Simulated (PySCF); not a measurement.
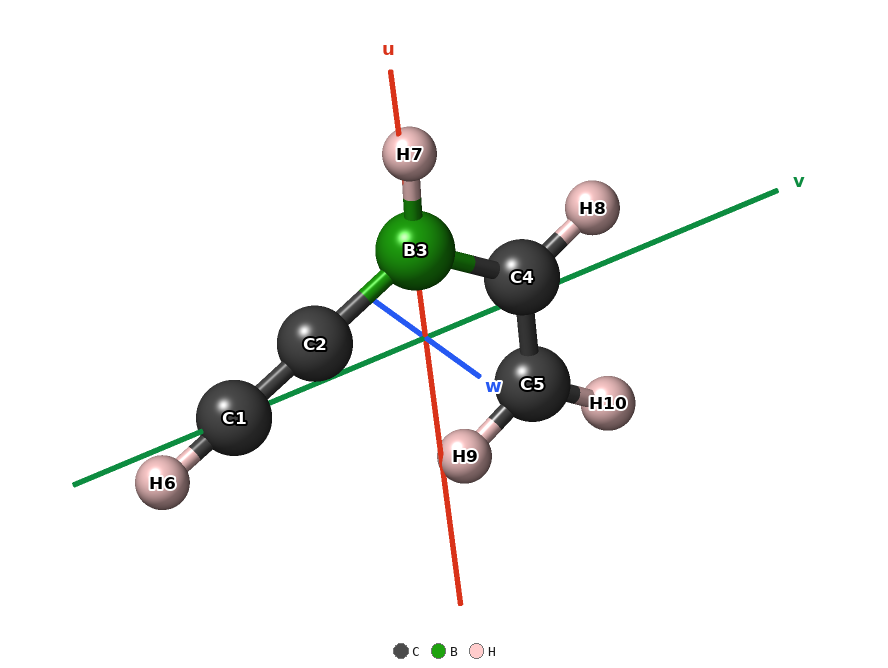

The lines u, v and w are the principal axes of the static dipole polarisability. The computed structure is the end point of a PBE0-D3(BJ)/def2-SVP optimisation. No frequency run is at hand to confirm it as a minimum. Method: B3LYP/def2-SVPD (PySCF 2.14.0).

Question. Along which axis is the molecule most polarisable, and along which least?

Answer. Most along v (in the molecular plane, close to the long direction C1···C5), least along w (normal to the molecular plane).

Question. Give the three principal values.

Answer. u 66.9, v 84.1, w 40.5 bohr³; mean 63.8, anisotropy 38.1 bohr³.
